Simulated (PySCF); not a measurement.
## Frequency calculation of AlBr$_{2}$

AlBr$_{2}$, multiplicity 2, computed with UKS-based PBE0, Al def2-TZVP, Br def2-TZVP; non-relativistic Hamiltonian; density fitting (PySCF 2.14.0).

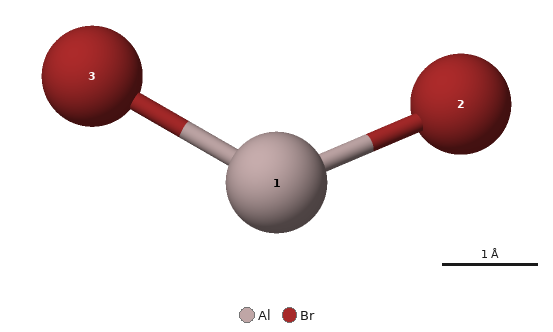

Figure 1. The structure (ball-and-stick view, seen at a tilt; atoms are numbered from 1 in the order of the input). Sticks mark near contacts. Bond lengths as drawn: Al–Br 2.27 Å.

### Summary

- outcome: converged
- total energy: −5390.140285 hartree
- ⟨S²⟩: 0.753
- zero-point energy: 0.002057 hartree
- dipole moment: 1.32 D
- wavenumbers, lowest and highest: 96 and 464 cm⁻¹
- hardware: 4 threads of Arm Neoverse V2, 24 GiB of memory available, shared host
- wall time: 45 s (CPU time 2.4 min)
- peak memory: 1.1 GiB

### Input file
```python
from pyscf import gto, scf, dft
mol = gto.M(atom='''
Al    -0.972897    -0.000000     0.000000
Br     0.166625     0.000000     1.960200
Br     0.166625     0.000000    -1.960200''',
    basis={'Al': 'def2-TZVP', 'Br': 'def2-TZVP'},
    charge=0, spin=1)
mf = dft.UKS(mol, xc='PBE0')
mf.grids.atom_grid = (75, 302)
aux = {'Al': 'def2-universal-JKFIT', 'Br': 'def2-universal-JKFIT'}
mf = mf.density_fit(auxbasis=aux)
mf.conv_tol = 1e-09
mf.diis_space = 10
mf.max_cycle = 60
mf.verbose = 4
mf.kernel()
```

The script is an equivalent of the set-up of the self-consistent field. The run itself was carried out by a driver, which started from the orbitals of the step before it where there was one and computed the further properties.

Run as:
```bash
OMP_NUM_THREADS=4 python axn.py task.json out
```

### Output
```
init E= -5390.14028491294
  alpha nocc = 42  HOMO = -0.241330191399641  LUMO = -0.0481485924489728
  beta  nocc = 41  HOMO = -0.31631575923981  LUMO = -0.12416813314797
  HOMO = -0.2413301914  LUMO = -0.124168133148  gap/eV = 3.18814
cycle= 1 E= -5390.14028491295  delta_E= -8.19e-12  |g|= 4.5e-06  |ddm|= 7.23e-06
  alpha nocc = 42  HOMO = -0.24132940909735  LUMO = -0.0481477687515959
  beta  nocc = 41  HOMO = -0.316316414417561  LUMO = -0.124167281886912
  HOMO = -0.241329409097  LUMO = -0.124167281887  gap/eV = 3.18814
Extra cycle  E= -5390.14028491293  delta_E= 1.73e-11  |g|= 6.06e-06  |ddm|= 9.57e-06
converged SCF energy = -5390.14028491293  <S^2> = 0.75255167  2S+1 = 2.00255
```

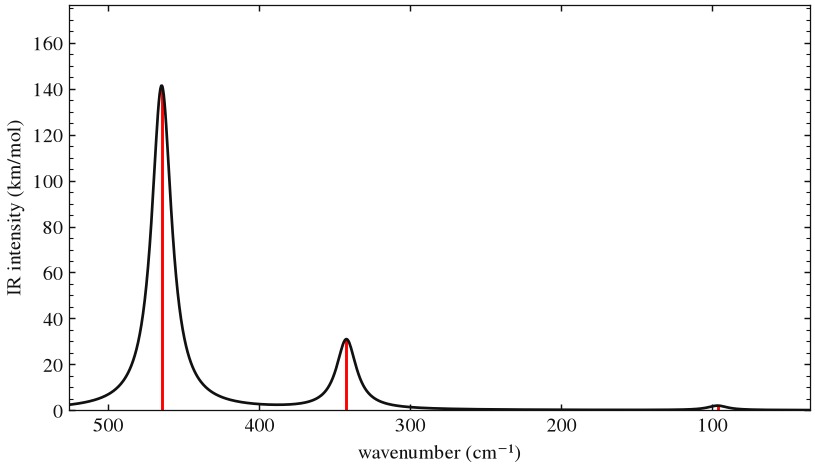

Figure 2. Harmonic infrared spectrum, unscaled: sticks (degenerate modes added up, dark ones marked on the axis) with a Lorentzian envelope of 16 cm⁻¹ full width, scaled to the tallest stick. 3 modes from 96 to 464 cm⁻¹, none imaginary. The strongest line is at 464 cm⁻¹ (141 km/mol). All modes, in cm⁻¹ (km/mol): 96 (2.0), 342 (30), 464 (141).

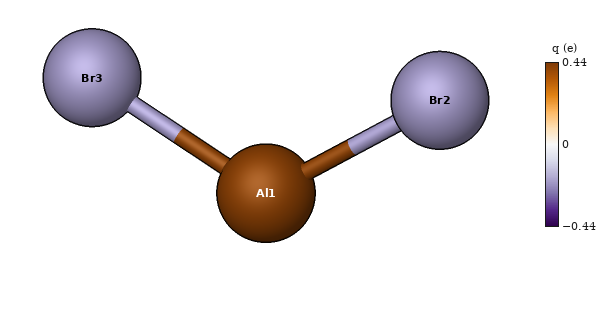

Figure 3. Mulliken charges, as the colour of each atom (ball-and-stick view, seen at a tilt; atoms are numbered from 1 in the order of the input). By element: Al +0.42 and Br −0.21 e.
